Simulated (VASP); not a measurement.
Here is the system:

```yaml
crystal:
  lattice:
    - [3.24160, -5.56602, -0.01573]
    - [1.59976, 2.77086, 0.00000]
    - [-0.01265, 0.00731, 5.19239]
  atoms:
    - { symbol: In, position: [0.33663, 0.33663, 0.50258] }
    - { symbol: Al, position: [0.15944, 0.65944, 0.00381] }
    - { symbol: Al, position: [0.83307, 0.33307, 0.49955] }
    - { symbol: Al, position: [0.67362, 0.67362, 0.00127] }
    - { symbol: N, position: [0.33542, 0.33542, 0.91747] }
    - { symbol: N, position: [0.13616, 0.63616, 0.36173] }
    - { symbol: N, position: [0.83178, 0.33178, 0.87196] }
    - { symbol: N, position: [0.69388, 0.69389, 0.36966] }
```

Computed with PBEsol GGA, VASP's PBE PAW potentials (set 64) (plane waves; VASP). Run with 520 eV cut-off, 5×9×5 Γ-centred mesh, tetrahedra with Blöchl corrections, potentials In_d Al N.

Unless said otherwise, spin-orbit coupling is left out, though it shifts the bands of the heavy elements here.

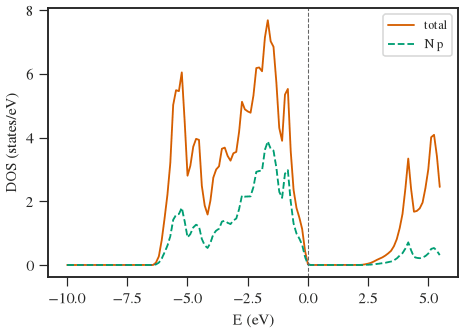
Fig. 1. Total and projected density of states, zero at the valence-band maximum

Within 2 eV below the valence-band maximum the largest weight inside VASP's projection spheres is N p.

The gap is direct, 2.07 eV, from the valence maximum at Γ to the conduction minimum at Γ.

The structure was generated: Al3InN4 was put into an ordered model structure (Pm), which need not be its known phase. It was relaxed first.
